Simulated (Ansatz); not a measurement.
Molecular dynamics of Si2NH7 (part 1 of 2)

Si2NH7, computed with RKS B3LYP-D4/6-31G* (Ansatz 0.2.0).

One setting was made poor on purpose. It belongs to a series of runs on one base structure; here: dynamics from the start.

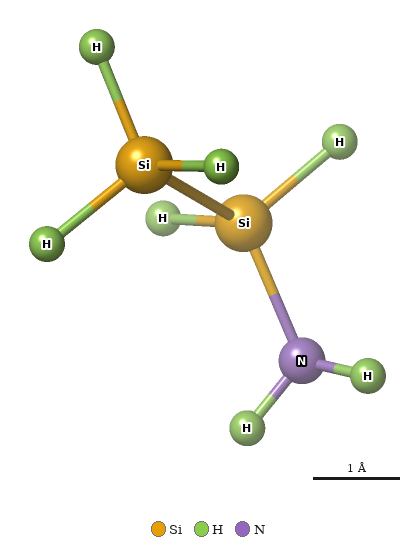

Figure 1. The structure as given in the input (ball-and-stick view, seen at a tilt).

Results in brief

- outcome: finished
- mean temperature over the second half: 14927 K
- trajectory: 40 steps, 120 fs
- ensemble: nvt_nose_hoover
- temperature in the input: 1000.0 K
- time step: 3.0 fs
- potential energy (last step): −17342.0255 eV
- mean-field energy (last step): −17341.7883 eV
- largest force (length of the vector) (last step): 5.121 eV/Å
- hardware: 1 thread of Arm Neoverse V1, 24 GiB of memory available, shared host
- wall time: 2.6 min
- peak memory: 0.14 GiB

Notes

A deliberately poor setting: time step. So short a trajectory is not equilibrated. The temperature stays far from the 1000 K of the thermostat over the second half: the run isn't equilibrated. The integration failed: the conserved energy drifts or the temperature runs away, so the later frames and the averages aren't results; the time step is too long for this system.

Input
```yaml
crystal:
  periodic: [false, false, false]
  atoms:
    - { symbol: Si, position_ang: [0.052907, -0.05197, -0.08805] }
    - { symbol: Si, position_ang: [0.000366, -0.011766, 2.268878] }
    - { symbol: H, position_ang: [-1.388524, -0.1338, 2.801438] }
    - { symbol: H, position_ang: [0.807048, -1.131311, 2.837319] }
    - { symbol: H, position_ang: [0.580002, 1.25998, 2.792556] }
    - { symbol: "N", position_ang: [1.630541, 0.070142, -0.824588] }
    - { symbol: H, position_ang: [2.274337, -0.703537, -0.701089] }
    - { symbol: H, position_ang: [2.131051, 0.947522, -0.736281] }
    - { symbol: H, position_ang: [-0.761607, 1.085916, -0.599245] }
    - { symbol: H, position_ang: [-0.553219, -1.331174, -0.552337] }
basis:
  gaussian: { orbitals: "6-31G*" }
hamiltonian:
  xc: b3lyp
  dispersion: d4
md:
  timestep: 3.0
  n_steps: 40
  ensemble: nvt_nose_hoover
  temperature: 1000.0
  initial_velocities: maxwell_boltzmann
  seed: 72778
```

Launched with:
```bash
ansatz run input.yaml --threads 1 --pin off --max-ram 2048MiB --backend cpu --events-out ev --progress --plain --runs-dir out
```

The program's output
```
Engine: ansatz 0.2.0, aarch64-unknown-linux-gnu
Functional definition: B3LYP
  parameter a0 = 0.2
  parameter ax = 0.72
  parameter ac = 0.81
  exchange = (1 - a0 - ax)*slater_x + ax*b88_x + a0*exact_x
  correlation = (1 - ac)*vwn_rpa_c + ac*lyp_c
744 factors; integrals over basis functions are off by at most 5.6e-4 eV
mean field evaluation 1: about -17354.1792 eV, gradient 5.3e1 eV
mean field evaluation 2: about -17343.4434 eV, gradient 8.3e1 eV
mean field evaluation 4: about -17359.7174 eV, gradient 1.9e0 eV
mean field evaluation 8: about -17359.7419 eV, gradient 6.4e-2 eV
mean field evaluation 16: about -17359.7419 eV, gradient 2.3e-5 eV
mean field -17359.74193814 eV, -637.9587493710 hartree, gradient 2.3e-5 eV, S^2 0.000000; 0 other end points of the search recorded, 0 dependent functions left out
the calculation of the forces begins
reference -17359.74218799 eV, -637.9587585528 hartree; 21, 21 occupied and 46, 46 virtual orbitals, 744 factors
md step     0: t =     0.00 fs  T =  1000.0 K  F+E_penalty+E_count = -17360.03667901 eV  E_kin = 1.034080 eV  conserved = -17359.00259902 eV  (25 SCF iters)
these checks for a lower state are left out or cut short: starts, cluster_reference, orbital_swaps, neighbouring_geometries, increment
744 factors; integrals over basis functions are off by at most 5.7e-4 eV
mean field -17358.57963143 eV, -637.9160353873 hartree, gradient 1.0e-5 eV, S^2 0.000000; 0 other end points of the search recorded, 0 dependent functions left out
[... from here on the field's lines of each further geometry are left out, up to the last ...]
md step     1: t =     3.00 fs  T =   460.4 K  F+E_penalty+E_count = -17358.87932305 eV  E_kin = 0.476048 eV  conserved = -17358.40333283 eV  (27 SCF iters, 9 dispersion substeps)
md step     2: t =     6.00 fs  T =   402.0 K  F+E_penalty+E_count = -17358.58790458 eV  E_kin = 0.415717 eV  conserved = -17358.17267637 eV  (27 SCF iters, 9 dispersion substeps)
md step     3: t =     9.00 fs  T =   717.6 K  F+E_penalty+E_count = -17359.04788532 eV  E_kin = 0.742005 eV  conserved = -17358.30754852 eV  (27 SCF iters, 9 dispersion substeps)
md step     4: t =    12.00 fs  T =  6825.9 K  F+E_penalty+E_count = -17355.72955424 eV  E_kin = 7.058530 eV  conserved = -17348.67339824 eV  (28 SCF iters, 9 dispersion substeps)
md step     5: t =    15.00 fs  T = 35008.3 K  F+E_penalty+E_count = -17352.37030896 eV  E_kin = 36.201344 eV  conserved = -17315.72678041 eV  (41 SCF iters, 23 dispersion substeps)
md step     6: t =    18.00 fs  T = 32735.3 K  F+E_penalty+E_count = -17349.03558852 eV  E_kin = 33.850933 eV  conserved = -17312.33580341 eV  (41 SCF iters, 49 dispersion substeps)
md step     7: t =    21.00 fs  T = 27690.2 K  F+E_penalty+E_count = -17347.79999303 eV  E_kin = 28.633897 eV  conserved = -17312.52931166 eV  (40 SCF iters, 49 dispersion substeps)
md step     8: t =    24.00 fs  T = 23454.2 K  F+E_penalty+E_count = -17347.52723774 eV  E_kin = 24.253505 eV  conserved = -17312.61094739 eV  (39 SCF iters, 49 dispersion substeps)
md step     9: t =    27.00 fs  T = 20496.4 K  F+E_penalty+E_count = -17347.70762448 eV  E_kin = 21.194953 eV  conserved = -17312.35207703 eV  (35 SCF iters, 49 dispersion substeps)
md step    10: t =    30.00 fs  T = 19540.6 K  F+E_penalty+E_count = -17349.48494118 eV  E_kin = 20.206536 eV  conserved = -17312.28572392 eV  (33 SCF iters, 49 dispersion substeps)
md step    11: t =    33.00 fs  T = 17464.5 K  F+E_penalty+E_count = -17351.60593674 eV  E_kin = 18.059705 eV  conserved = -17314.26252796 eV  (38 SCF iters, 49 dispersion substeps)
md step    12: t =    36.00 fs  T = 40857.7 K  F+E_penalty+E_count = -17344.48064835 eV  E_kin = 42.250148 eV  conserved = -17279.36543219 eV  (39 SCF iters, 49 dispersion substeps)
md step    13: t =    39.00 fs  T = 117071.7 K  F+E_penalty+E_count = -17345.28222868 eV  E_kin = 121.061452 eV  conserved = -17186.52185939 eV  (290 SCF iters, 45 dispersion substeps)
md step    14: t =    42.00 fs  T = 88259.8 K  F+E_penalty+E_count = -17344.65871947 eV  E_kin = 91.267737 eV  conserved = -17186.41415072 eV  (66 SCF iters, 79 dispersion substeps)
md step    15: t =    45.00 fs  T = 65678.0 K  F+E_penalty+E_count = -17344.52110093 eV  E_kin = 67.916305 eV  conserved = -17186.36588790 eV  (64 SCF iters, 79 dispersion substeps)
md step    16: t =    48.00 fs  T = 49948.3 K  F+E_penalty+E_count = -17344.03053371 eV  E_kin = 51.650547 eV  conserved = -17186.33862662 eV  (51 SCF iters, 79 dispersion substeps)
md step    17: t =    51.00 fs  T = 38937.4 K  F+E_penalty+E_count = -17344.04538379 eV  E_kin = 40.264370 eV  conserved = -17186.35321479 eV  (74 SCF iters, 79 dispersion substeps)
md step    18: t =    54.00 fs  T = 30659.4 K  F+E_penalty+E_count = -17344.22728390 eV  E_kin = 31.704282 eV  conserved = -17186.46021074 eV  (53 SCF iters, 79 dispersion substeps)
md step    19: t =    57.00 fs  T = 24171.6 K  F+E_penalty+E_count = -17343.88069307 eV  E_kin = 24.995397 eV  conserved = -17186.23380795 eV  (138 SCF iters, 79 dispersion substeps)
md step    20: t =    60.00 fs  T = 19656.5 K  F+E_penalty+E_count = -17344.35921561 eV  E_kin = 20.326425 eV  conserved = -17186.32234154 eV  (54 SCF iters, 79 dispersion substeps)
md step    21: t =    63.00 fs  T = 15896.7 K  F+E_penalty+E_count = -17344.35222023 eV  E_kin = 16.438445 eV  conserved = -17186.28056544 eV  (44 SCF iters, 79 dispersion substeps)
md step    22: t =    66.00 fs  T = 13302.8 K  F+E_penalty+E_count = -17344.74652723 eV  E_kin = 13.756193 eV  conserved = -17186.28202928 eV  (56 SCF iters, 79 dispersion substeps)
md step    23: t =    69.00 fs  T = 11466.8 K  F+E_penalty+E_count = -17345.41930405 eV  E_kin = 11.857601 eV  conserved = -17186.35964990 eV  (49 SCF iters, 79 dispersion substeps)
md step    24: t =    72.00 fs  T =  9741.3 K  F+E_penalty+E_count = -17345.58861219 eV  E_kin = 10.073251 eV  conserved = -17186.26741715 eV  (54 SCF iters, 79 dispersion substeps)
md step    25: t =    75.00 fs  T =  8550.8 K  F+E_penalty+E_count = -17346.17846565 eV  E_kin = 8.842260 eV  conserved = -17186.39395954 eV  (48 SCF iters, 79 dispersion substeps)
md step    26: t =    78.00 fs  T =  7564.3 K  F+E_penalty+E_count = -17346.48255152 eV  E_kin = 7.822092 eV  conserved = -17186.28222872 eV  (46 SCF iters, 79 dispersion substeps)
md step    27: t =    81.00 fs  T =  7259.3 K  F+E_penalty+E_count = -17347.74635892 eV  E_kin = 7.506723 eV  conserved = -17186.58539420 eV  (44 SCF iters, 79 dispersion substeps)
md step    28: t =    84.00 fs  T =  7384.4 K  F+E_penalty+E_count = -17348.63875129 eV  E_kin = 7.636076 eV  conserved = -17186.12275941 eV  (49 SCF iters, 79 dispersion substeps)
md step    29: t =    87.00 fs  T =  6016.1 K  F+E_penalty+E_count = -17346.59222732 eV  E_kin = 6.221146 eV  conserved = -17184.39866754 eV  (47 SCF iters, 79 dispersion substeps)
md step    30: t =    90.00 fs  T =  4417.4 K  F+E_penalty+E_count = -17345.81252767 eV  E_kin = 4.567952 eV  conserved = -17184.44778006 eV  (43 SCF iters, 79 dispersion substeps)
md step    31: t =    93.00 fs  T =  5044.3 K  F+E_penalty+E_count = -17347.16088016 eV  E_kin = 5.216179 eV  conserved = -17184.42334709 eV  (36 SCF iters, 79 dispersion substeps)
md step    32: t =    96.00 fs  T = 12411.9 K  F+E_penalty+E_count = -17344.40585526 eV  E_kin = 12.834930 eV  conserved = -17172.71046307 eV  (42 SCF iters, 79 dispersion substeps)
md step    33: t =    99.00 fs  T = 45617.1 K  F+E_penalty+E_count = -17342.82856109 eV  E_kin = 47.171732 eV  conserved = -17131.64618567 eV  (101 SCF iters, 81 dispersion substeps)
md step    34: t =   102.00 fs  T = 36381.5 K  F+E_penalty+E_count = -17342.37244400 eV  E_kin = 37.621424 eV  conserved = -17131.71293870 eV  (46 SCF iters, 81 dispersion substeps)
md step    35: t =   105.00 fs  T = 28296.2 K  F+E_penalty+E_count = -17342.01638351 eV  E_kin = 29.260497 eV  conserved = -17131.64878907 eV  (42 SCF iters, 81 dispersion substeps)
md step    36: t =   108.00 fs  T = 22370.8 K  F+E_penalty+E_count = -17342.36451813 eV  E_kin = 23.133234 eV  conserved = -17131.72651715 eV  (55 SCF iters, 81 dispersion substeps)
md step    37: t =   111.00 fs  T = 17796.9 K  F+E_penalty+E_count = -17342.54661360 eV  E_kin = 18.403447 eV  conserved = -17131.74297825 eV  (60 SCF iters, 81 dispersion substeps)
md step    38: t =   114.00 fs  T = 14071.9 K  F+E_penalty+E_count = -17342.36997456 eV  E_kin = 14.551442 eV  conserved = -17131.72591908 eV  (58 SCF iters, 81 dispersion substeps)
md step    39: t =   117.00 fs  T = 11175.7 K  F+E_penalty+E_count = -17342.13576918 eV  E_kin = 11.556522 eV  conserved = -17131.71651608 eV  (59 SCF iters, 81 dispersion substeps)
the calculation of the forces begins
reference -17341.78828479 eV, -637.2989647799 hartree; 21, 21 occupied and 46, 46 virtual orbitals, 744 factors
744 factors; integrals over basis functions are off by at most 6.1e-4 eV
mean field evaluation 544: about -17314.6582 eV, gradient 4.4e1 eV
mean field evaluation 576: about -17341.7877 eV, gradient 8.4e-5 eV
mean field evaluation 608: about -17341.7537 eV, gradient 1.5e0 eV
mean field evaluation 640: about -17341.7661 eV, gradient 1.2e0 eV
mean field -17341.78768991 eV, -637.2989429184 hartree, gradient 2.8e-6 eV, S^2 0.000000; 6 other end points of the search recorded, 0 dependent functions left out
the calculation of the forces begins
reference -17341.78828479 eV, -637.2989647799 hartree; 21, 21 occupied and 46, 46 virtual orbitals, 744 factors
md step    40: t =   120.00 fs  T =  9040.4 K  F+E_penalty+E_count = -17342.02486133 eV  E_kin = 9.348488 eV  conserved = -17131.71342000 eV  (445 SCF iters, 81 dispersion substeps)
```

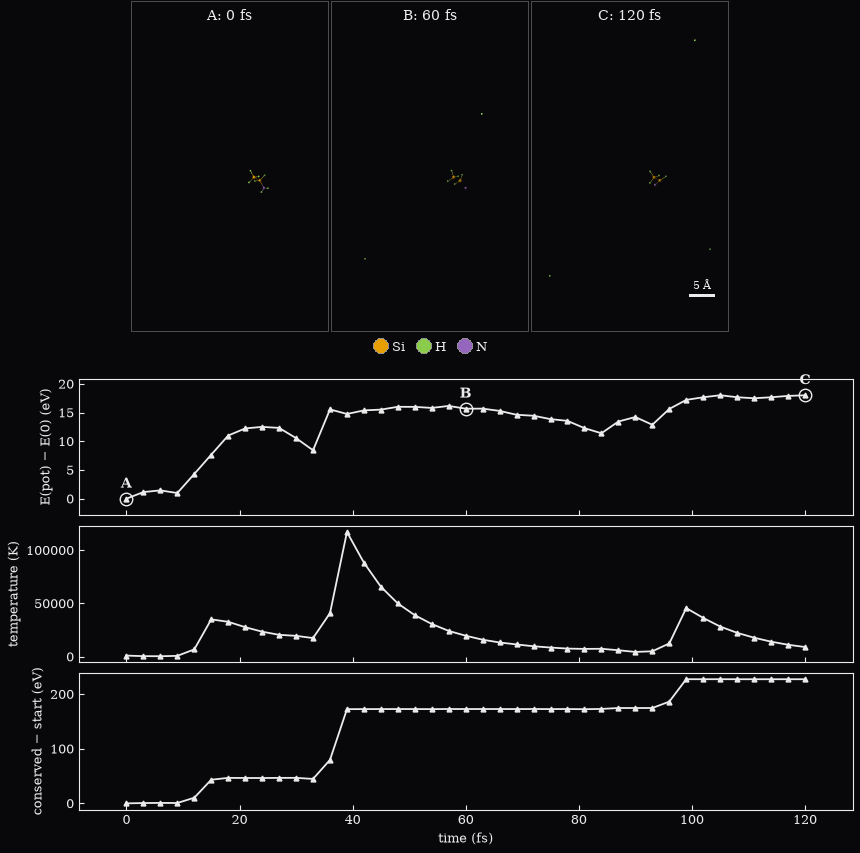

Figure 2. Frames of the molecular dynamics (ball-and-stick, seen at a tilt) above the curves, on which the letters mark them. The trajectory kept here has 41 frames over 120 fs. The temperature starts at 1000 K, ranges from 402 to 117072 K and averages 14927 K over the second half. The potential energy ends 18.012 eV above its first value. The conserved quantity stays within 230 eV. After an unweighted best fit of the last frame on the first, the root-mean-square displacement is 15.36 Å, and H8 has moved furthest (35.31 Å).

```
Total energy: -17342.02545621 eV, -637.3076806687 hartree
Atom 0 at     0.035406     0.352893    -0.362897 Å, force    -0.748502    -3.640903    -3.522416 eV/Å
Atom 1 at     0.224350     0.023787     1.830021 Å, force     0.262226     0.098288     1.635790 eV/Å
Atom 2 at    -1.163127    -0.291550     2.316966 Å, force     0.351835     0.023230     0.013342 eV/Å
Atom 3 at     1.216020    -1.044102     2.114479 Å, force    -0.152615    -0.026191     0.065166 eV/Å
Atom 4 at     0.708580     1.327033     2.418868 Å, force    -0.178064    -0.331708    -0.035974 eV/Å
Atom 5 at    -0.107376    -1.171691    -1.357742 Å, force     0.418377     3.818402     2.205067 eV/Å
Atom 6 at    14.649605   -25.263360     6.853848 Å, force    -0.000182     0.000412     0.000123 eV/Å
Atom 7 at    -7.699829    24.600023    29.678848 Å, force     0.000165    -0.000367    -0.000202 eV/Å
Atom 8 at    -0.465517     1.707043    -0.717924 Å, force     0.050590     0.060090    -0.363206 eV/Å
Atom 9 at    14.240120     3.943894    -9.528824 Å, force    -0.003831    -0.001254     0.002309 eV/Å
Dipole moment:    -0.625143     0.385314    -0.268576 e Å
```

Trajectory as extended XYZ (Å, eV, eV/Å), 20 of the 41 frames kept, from step=0 to step=40
```
10
Properties=species:S:1:pos:R:3:forces:R:3 step=0 time_fs=0.0 energy=-17360.03668 temperature=1000.0
Si    0.0529   -0.0520   -0.0880   -0.0025   0.0022  -0.0035
Si    0.0004   -0.0118    2.2689   -0.0048   0.0015   0.0058
H    -1.3885   -0.1338    2.8014    0.0056   0.0011  -0.0024
H     0.8070   -1.1313    2.8373   -0.0008   0.0015   0.0002
H     0.5800    1.2600    2.7926   -0.0007  -0.0039  -0.0006
N     1.6305    0.0701   -0.8246    0.0014  -0.0049  -0.0021
H     2.2743   -0.7035   -0.7011    0.0006  -0.0045  -0.0005
H     2.1311    0.9475   -0.7363   -0.0005   0.0084   0.0009
H    -0.7616    1.0859   -0.5992    0.0007  -0.0007   0.0017
H    -0.5532   -1.3312   -0.5523    0.0009  -0.0008   0.0005
10
Properties=species:S:1:pos:R:3:forces:R:3 step=2 time_fs=6.0 energy=-17358.58791 temperature=402.0
Si    0.0502   -0.0682   -0.0517   -0.4518  -0.5901  -1.9865
Si   -0.0039   -0.0069    2.2447    0.3731  -0.0431   0.7112
H    -1.4000   -0.1475    2.7291   -0.0621   0.0554   0.1353
H     0.8436   -1.0736    2.8326   -0.0998  -0.3775  -0.0556
H     0.6803    1.1813    2.8386   -0.2964   0.2286  -0.2042
N     1.6231    0.1216   -0.8432    1.0988  -7.1299   1.0420
H     2.3999   -0.8029   -0.5559   -3.2378   2.8257  -1.0972
H     2.3112    0.7779   -0.7931    1.5346   3.4049   0.3346
H    -0.6632    1.1022   -0.6605   -0.2189  -0.1252   0.3167
H    -0.7841   -1.4421   -0.6287    1.3603   1.7512   0.8039
```
